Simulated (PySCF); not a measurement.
# What a change does: NMR shielding calculation on C3H12OSi3

System: C3H12OSi3, SMILES C=C(C)[SiH2][SiH2]O[SiH3].
Method of the first run: GIAO PBE0/MINI NMR shielding, non-relativistic, gas phase (PySCF 2.14.0).

The geometry comes from this level: GFN2-xTB. Text and figures count atoms from 1; the logs count them from 0 in places.

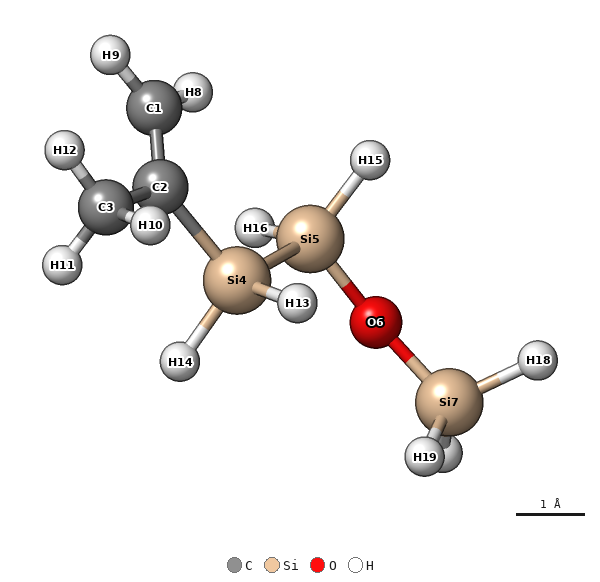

The structure (ball-and-stick view, seen at a tilt; atoms are numbered from 1 in the order of the input). Bond lengths as drawn: C–C 1.33 to 1.50 Å, C–H 1.08 to 1.09 Å, C–Si 1.89 Å, H–Si 1.46 to 1.48 Å, O–Si 1.61 to 1.63 Å and Si–Si 2.30 Å.

### Input, the first run
```
{"job": {"kind": "nmr", "xc": "PBE0", "basis": "MINI", "pop": true, "scf": {"aux": "def2-universal-jkfit"}}, "charge": 0, "multiplicity": 1}
C     -2.411366     1.092870     0.721308
C     -2.052944    -0.061683     0.175927
C     -3.076515    -1.080746    -0.216308
Si    -0.244546    -0.516556    -0.155143
Si     1.166339     1.204348     0.430564
O      2.683670     0.690460     0.145432
Si     3.985241    -0.263535     0.134399
H     -1.687701     1.840203     1.006029
H     -3.445508     1.347092     0.907232
H     -2.884239    -2.019967     0.299376
H     -3.011365    -1.278315    -1.285026
H     -4.086441    -0.749853     0.019898
H      0.000966    -1.787275     0.561881
H     -0.169798    -0.906327    -1.579470
H      1.153698     1.598690     1.846601
H      1.093526     2.429308    -0.374500
H      4.908641     0.370344    -0.801372
H      4.511327    -0.309647     1.497285
H      3.557211    -1.590159    -0.311248
```

The first line tells a small driver script what to run in PySCF; the rest is the geometry in Å.

Launched with:
```bash
OMP_NUM_THREADS=1 python <driver script> task.json out
```

Hardware: 1 CPU thread, shared host.

### Output (the first run)
```
final grid: 145080 points
cycle   1  E = -1058.1473912034  dE =  4.545e-01  |g| = 6.099e-01  |ddm| = 6.207e+00
cycle   2  E = -1057.7941338749  dE =  3.533e-01  |g| = 1.389e+00  |ddm| = 3.619e+00
cycle   3  E = -1058.2907457837  dE = -4.966e-01  |g| = 7.638e-02  |ddm| = 2.438e+00
cycle   4  E = -1058.2925120758  dE = -1.766e-03  |g| = 3.734e-02  |ddm| = 1.959e-01
cycle   5  E = -1058.2929336114  dE = -4.215e-04  |g| = 1.319e-02  |ddm| = 7.670e-02
cycle   6  E = -1058.2929899993  dE = -5.639e-05  |g| = 1.789e-03  |ddm| = 2.198e-02
cycle   7  E = -1058.2929911618  dE = -1.163e-06  |g| = 3.880e-04  |ddm| = 3.843e-03
cycle   8  E = -1058.2929912144  dE = -5.263e-08  |g| = 6.934e-05  |ddm| = 7.634e-04
cycle   9  E = -1058.2929912160  dE = -1.579e-09  |g| = 1.507e-05  |ddm| = 1.190e-04
cycle  10  E = -1058.2929912161  dE = -7.321e-11  |g| = 9.768e-07  |ddm| = 2.698e-05
converged SCF energy = -1058.2929912161

GIAO shielding tensors (ppm)
atom      isotropic    diamagn.    paramagn.     s11        s22        s33       span
  0 C      103.554     249.252    -145.698     27.244    107.933    175.484    148.239
  1 C      113.885     239.913    -126.028     34.535     91.890    215.232    180.697
  2 C      188.430     240.026     -51.596    176.259    177.807    211.224     34.965
  3 Si     734.618     875.757    -141.139    677.414    711.378    815.061    137.647
  4 Si     694.911     873.884    -178.972    622.943    630.955    830.836    207.893
  5 O      607.188     386.133     221.055     95.140    853.053    873.370    778.230
  6 Si     677.369     874.990    -197.621    617.778    620.084    794.245    176.468
  7 H       25.610      27.589      -1.979     22.177     24.561     30.092      7.914
  8 H       24.577      31.188      -6.611     21.589     22.699     29.443      7.854
  9 H       29.073      25.983       3.090     23.540     28.059     35.619     12.079
 10 H       29.049      25.767       3.282     23.497     27.922     35.728     12.230
 11 H       28.787      31.567      -2.780     23.263     26.765     36.332     13.069
 12 H       28.036      27.630       0.407     22.312     28.103     33.694     11.381
 13 H       27.997      27.542       0.456     22.205     27.839     33.948     11.743
 14 H       26.906      28.463      -1.556     21.233     26.281     33.204     11.971
 15 H       26.673      28.451      -1.778     21.088     25.906     33.025     11.937
 16 H       27.347      29.709      -2.362     22.273     25.113     34.654     12.382
 17 H       27.570      29.466      -1.896     22.766     25.338     34.608     11.842
 18 H       27.688      28.317      -0.629     22.396     27.295     33.374     10.978
```

The input of the second run differs as follows (lines with − go, lines with + come):
```diff
-"basis": "MINI"
-"pop": true
-"scf": {"aux": "def2-universal-jkfit"}
+"basis": "6-311G**"
+"pop": false
+"scf": {"conv": 1e-08
+"level_shift": 0.2}
```

How does the second run compare with the first run?

The total energy of the second run is 4048.1 kcal/mol lower, which measures the change of basis and not a stability. The HOMO goes from −9.09 to −7.58 eV. The LUMO goes from −1.51 to −0.64 eV. The dipole moment goes from 0.60 to 0.86 D. Of all shieldings, the largest change is that of Si5, by −315.1 ppm. The number of SCF iterations is the same. The basis functions go from 59 to 222.

### Output (the second run)
```
final grid: 145080 points
cycle   1  E = -1064.6136234096  dE =  5.016e-01  |g| = 8.248e-01  |ddm| = 3.262e+00
cycle   2  E = -1064.6022974118  dE =  1.133e-02  |g| = 9.201e-01  |ddm| = 1.156e+00
cycle   3  E = -1064.7394878591  dE = -1.372e-01  |g| = 1.368e-01  |ddm| = 4.401e-01
cycle   4  E = -1064.7438020167  dE = -4.314e-03  |g| = 2.631e-02  |ddm| = 1.344e-01
cycle   5  E = -1064.7439940244  dE = -1.920e-04  |g| = 8.769e-03  |ddm| = 3.797e-02
cycle   6  E = -1064.7440120978  dE = -1.807e-05  |g| = 3.162e-03  |ddm| = 1.105e-02
cycle   7  E = -1064.7440144818  dE = -2.384e-06  |g| = 1.022e-03  |ddm| = 3.724e-03
cycle   8  E = -1064.7440148180  dE = -3.362e-07  |g| = 2.580e-04  |ddm| = 1.403e-03
cycle   9  E = -1064.7440148543  dE = -3.624e-08  |g| = 8.776e-05  |ddm| = 6.011e-04
cycle  10  E = -1064.7440148601  dE = -5.801e-09  |g| = 3.112e-05  |ddm| = 2.528e-04
level shift removed, Fock matrix diagonalised once more
converged SCF energy = -1064.7440148601

GIAO shielding tensors (ppm)
atom      isotropic    diamagn.    paramagn.     s11        s22        s33       span
  0 C       56.650     252.826    -196.177    -53.162     81.665    141.446    194.608
  1 C       40.192     261.391    -221.199    -70.319     14.798    176.097    246.416
  2 C      160.674     243.528     -82.855    143.632    148.079    190.311     46.679
  3 Si     427.543     884.370    -456.827    388.022    407.504    487.101     99.079
  4 Si     379.800     880.643    -500.842    318.182    356.878    464.342    146.160
  5 O      350.113     400.387     -50.274    238.831    398.874    412.634    173.803
  6 Si     394.403     879.922    -485.519    355.653    360.928    466.629    110.976
  7 H       26.890      33.677      -6.788     24.599     24.829     31.242      6.643
  8 H       26.085      31.152      -5.067     23.157     25.489     29.610      6.454
  9 H       29.997      28.760       1.238     26.200     29.237     34.555      8.355
 10 H       29.993      28.769       1.225     26.221     29.117     34.642      8.421
 11 H       30.044      28.925       1.120     26.553     28.498     35.082      8.530
 12 H       27.433      32.419      -4.986     24.172     26.928     31.198      7.025
 13 H       27.497      32.329      -4.832     24.237     26.910     31.345      7.108
 14 H       26.055      30.879      -4.824     22.327     25.812     30.025      7.698
 15 H       26.053      30.695      -4.642     22.289     25.677     30.193      7.904
 16 H       26.658      28.440      -1.782     23.115     24.873     31.985      8.870
 17 H       26.682      28.813      -2.131     23.383     24.935     31.728      8.344
 18 H       26.739      30.278      -3.539     22.942     26.130     31.146      8.204
```

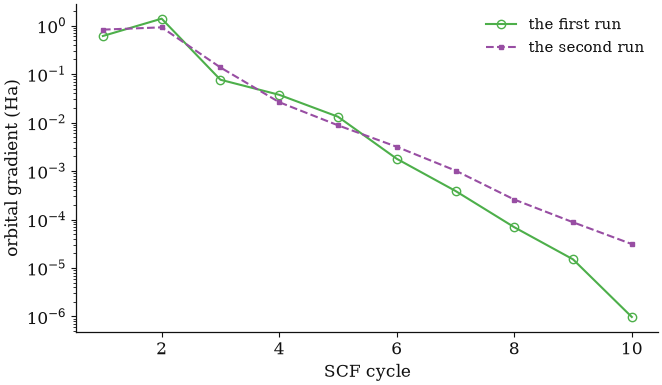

Convergence of the two runs: orbital gradient against the SCF cycle. The first run takes 10 cycles in all, and the second run takes 10.

### The two runs side by side

| quantity | the first run | the second run |
| --- | --- | --- |
| outcome | converged | converged |
| total energy (hartree) | −1058.292991 | −1064.744015 |
| HOMO (eV) | −9.09 | −7.58 |
| LUMO (eV) | −1.51 | −0.64 |
| dipole moment (D) | 0.60 | 0.86 |
| shielding of C1 (ppm) | 103.6 | 56.6 |
| shielding of C2 (ppm) | 113.9 | 40.2 |
| shielding of C3 (ppm) | 188.4 | 160.7 |
| shielding of Si4 (ppm) | 734.6 | 427.5 |
| shielding of Si5 (ppm) | 694.9 | 379.8 |
| shielding of O6 (ppm) | 607.2 | 350.1 |
| shielding of Si7 (ppm) | 677.4 | 394.4 |
| SCF iterations | 10 | 10 |
| basis functions | 59 | 222 |
| wall time (shared host) | 22 s | 1.7 min |
